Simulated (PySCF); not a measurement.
```yaml
atoms:
  - { symbol: Hf, position_ang: [0.0000, 0.0000, -0.0109] }
  - { symbol: H, position_ang: [0.0000, 0.0000, 1.9411] }
```

⟨S²⟩ = 2.05, above the pure value of 2.00; core potentials replace the inner electrons of Hf.

Computed with PBE0/def2-TZVPPD, non-relativistic Hamiltonian with scalar-relativistic core potentials where named, at a bond length of 1.952 Å in PySCF.

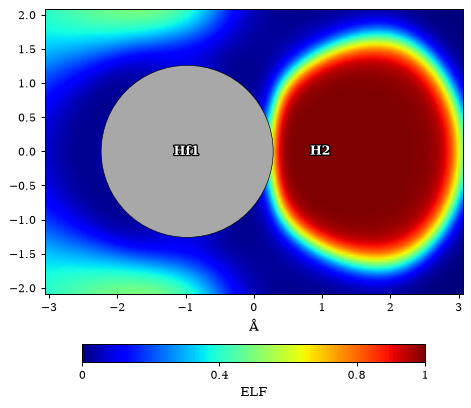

HfH (charge −1, triplet). Electron localisation function on a plane that holds the molecular axis. Grey discs cover the atomic cores.

Question: What does the map show?

Answer: Atoms in the plane: Hf and H.
Hf–H (1.95 Å): the ELF climbs to about 1 towards the hydrogen.
